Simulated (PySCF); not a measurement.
**C4H7FN2: density, localisation and related maps**

The calculation's input:

```
{"job": {"kind": "nmr", "xc": "PBE0", "basis": "pcSseg-1"}, "charge": 0, "multiplicity": 1}
C      1.984499    -0.046162     0.428353
N      0.581065    -0.342704     0.364647
C     -0.129594    -0.253623    -0.914114
C     -1.575637     0.030708    -0.490891
F     -2.075514     1.167590    -1.106051
C     -1.398979     0.227818     0.997418
N     -0.195924     0.055253     1.376885
H      2.213453     0.958302     0.050574
H      2.292109    -0.112388     1.469074
H      2.535042    -0.780156    -0.160730
H     -0.019965    -1.188635    -1.464971
H      0.254681     0.573976    -1.521805
H     -2.279643    -0.770380    -0.742923
H     -2.186269     0.479929     1.677432
```

Run with:

```sh
OMP_NUM_THREADS=1 python probes_run.py task.json out
```

Geometry: GFN2-xTB.

Level of theory: PBE0/pcSseg-1, SCF density, gas phase, non-relativistic in PySCF.

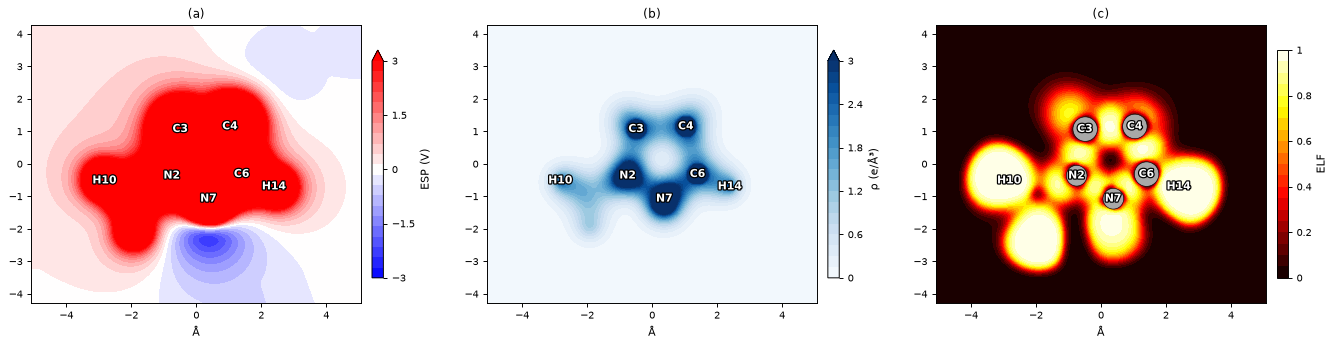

Figure 1. (a) electrostatic potential; (b) total electron density; (c) ELF on the plane of atoms C4, C6 and N7. Grey discs cover the atomic cores in the ELF map.

Question: What does the map show?

Answer: Atoms in the plane: N, C and H. C–N (1.27 Å): ρ is about 2.8 e/Å³ halfway; the ELF peaks at about 0.90 between the atoms; localised, covalent bonding. N–N (1.34 Å): ρ is about 2.6 e/Å³ halfway; the ELF peaks at about 0.90 between the atoms, as expected for a covalent bond. C–C (1.51 Å): ρ at the midpoint is about 1.7 e/Å³; the ELF peaks at about 0.95 between the atoms, as expected for a shared electron pair. C–H (1.07 Å): ρ at the midpoint is about 2.1 e/Å³; the ELF climbs to about 1 towards the hydrogen, as it does in any bond to H (a covalent bond by its length). C–N (1.47 Å): the density is about 1.9 e/Å³ at the midpoint; the ELF peaks at about 0.95 between the atoms (localised, covalent bonding). The ELF also peaks beside N7, away from the bonds: lone-pair regions. Outside the dense part of the molecule the potential is most negative (−2.4 V) near N7.

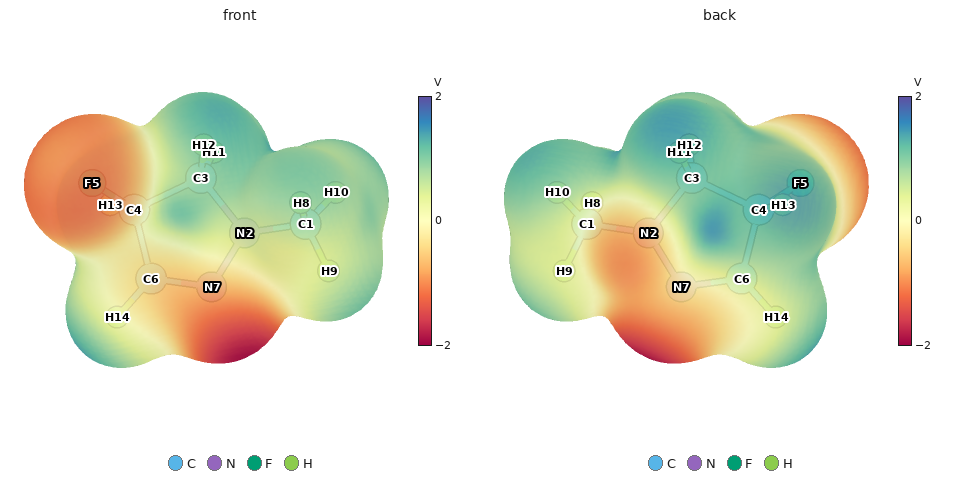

Figure 2. The electrostatic potential painted on the density surface at 0.004 e/bohr³, seen from the front and from behind; the colour scale runs from red (negative) to blue (positive).

Question: Where is the surface potential most negative and most positive?

Answer: The most negative region (about −1.9 V) lies over N7, the most positive (about +1.4 V) over C3, C4, H11 and H13. N7 is the likeliest acceptor of a hydrogen bond.
